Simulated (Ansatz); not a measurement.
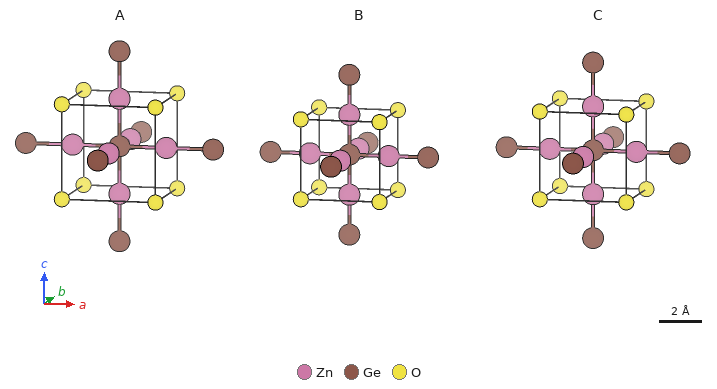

3 geometries from one relaxation of a crystal of Zn3GeO (a generated structure, set up in Pm-3m) (coarse preliminary run), in shuffled order. The picture is a ball-and-stick view of the cell of the calculation, seen slightly off an axis.

These are results of DFT PBE, scalar-relativistic, plane waves, PAW (Ansatz 0.2.0), not measurements. Set-up: plane-wave cutoff 420 eV; k-point mesh 4 × 4 × 4; occupations gaussian; smearing width 0.1 eV; no spin polarisation; cell and atoms relaxed; force threshold 0.04 eV/Å; at most 70 steps.

Q: Put them in the order of the run, from the start to the converged end.

A: B, C, A. They are steps 0, 2, 10, at +1251 meV per atom, +215 meV per atom relative to the last. Over 8 accepted moves (10 points after the start) the energy falls by 1251 meV per atom. All forces vanish by symmetry, so only the cell relaxes. Pressure: 81.41 GPa at the start and 0.03 GPa at the end. At 2 points the geometry stayed and the basis and grid were re-selected for the new cell (energy shift of 80.6 meV per atom at most each time). No atom moves by more than 0.005 Å relative to the cell. Cell: a = b = c 3.935 → 4.678 Å (+18.9 %). Volume +68.0 %. Near-neighbour distances that change, for instance: Ge–Zn 1.967 → 2.339 Å. The space group stays Pm-3m (No. 221).

Limits of the set-up: the k-point mesh is coarse for a cell with partly filled bands.
